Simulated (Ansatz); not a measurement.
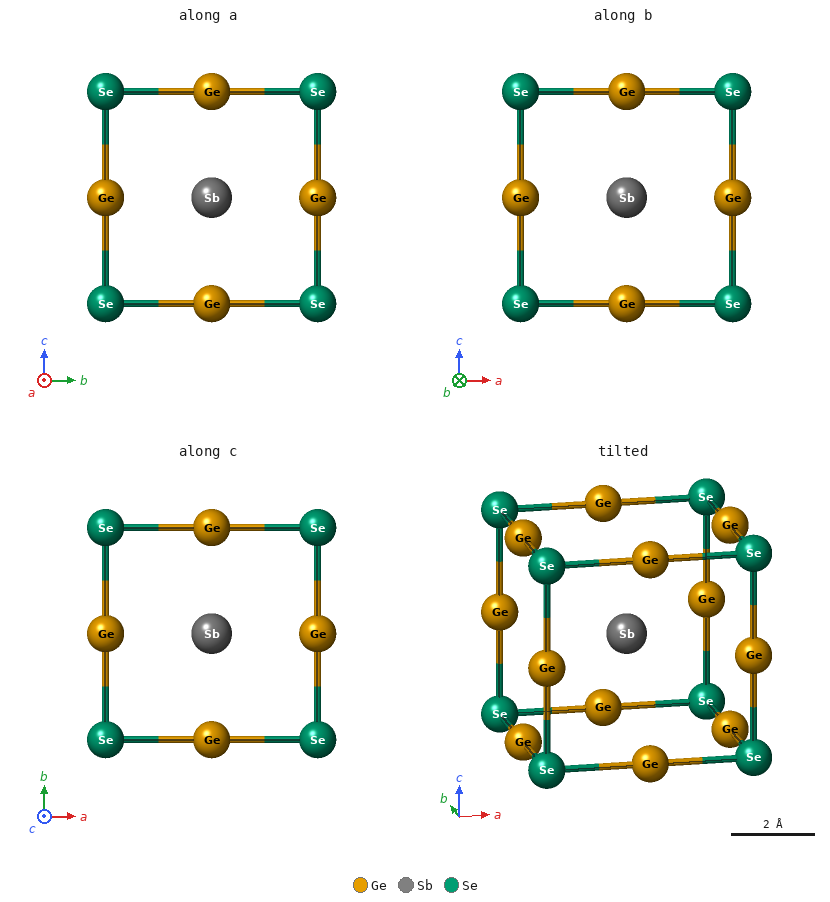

View along the a axis, along the b axis, along the c axis and slightly off an axis, drawn as a ball-and-stick model. The frame is the conventional unit cell; atoms at its boundary are shown with their periodic copies.

Lattice parameters: a = 5.157 Å, b = 5.157 Å, c = 5.157 Å, α = 90.00°, β = 90.00°, γ = 90.00°.

Write the structure as a table of Wyckoff sites.

Answer. Space group Pm-3m (No. 221).
```csv
atom,site,x,y,z
Ge,3d,0.5000,0.0000,0.0000
Sb,1b,0.5000,0.5000,0.5000
Se,1a,0.0000,0.0000,0.0000
```

The model was built from a structure type filled with these elements by a generator (whether the compound takes this form wasn't checked). A relaxation with Ansatz, DFT PBE, scalar-relativistic, plane waves, PAW gave the geometry drawn.
